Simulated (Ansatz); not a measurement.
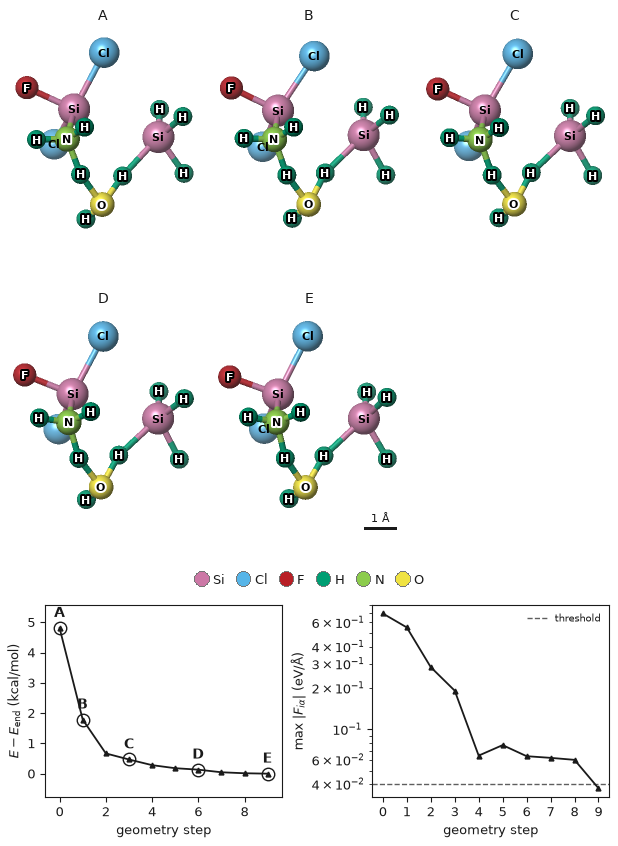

Frames of a constrained relaxation of Si$_{2}$NH$_{8}$OCl$_{2}$F, marked on the history of the run. The picture is a ball-and-stick view, seen at a tilt.

The reaction that was planned forms Si1–N7, H6–O9, Si2–H8 and breaks Si1–Si2, H6–N7, H8–O9 (atoms numbered from 1 in input order).

Method: Ansatz 0.2.0, RKS PBE0-D4/def2-SVP. Settings: held fixed: the distance between atoms 1 (Si) and 7 (N), the distance between atoms 6 (H) and 9 (O), the distance between atoms 2 (Si) and 8 (H), the distance between atoms 1 (Si) and 2 (Si), the distance between atoms 6 (H) and 7 (N), the distance between atoms 8 (H) and 9 (O), counting from 1; force threshold 0.04 eV/Å; at most 150 steps.

What happens along the run?

The largest move after the best rigid fit is that of an H atom, 0.34 Å. By element the largest moves are H 0.34 Å, Cl 0.24 Å, F 0.23 Å, O 0.17 Å, N 0.13 Å, Si 0.11 Å. Some distances before and after: Cl–Si 3.262 → 3.187 Å, H–Si 1.467 → 1.500 Å, Cl–Si 2.059 → 2.083 Å, Cl–Si 2.050 → 2.070 Å. Bond angles that change, for instance: Cl–Si–Cl 134.7° → 123.8°, Cl–Si–N 110.9° → 118.5°, Si–H–O 170.0° → 162.6°. The energy falls by 4.81 kcal/mol in 9 geometry steps. Largest force component: 0.7 eV/Å at the start, 0.037 eV/Å at the end. From step 0 to 1: a Cl atom moves most (0.19 Å), energy −3.02 kcal/mol. From step 1 to 3: a Cl atom moves most (0.11 Å), energy −1.32 kcal/mol. From step 3 to 6: an H atom moves most (0.13 Å), energy −0.34 kcal/mol. From step 6 to 9: an H atom moves most (0.14 Å), energy −0.13 kcal/mol.
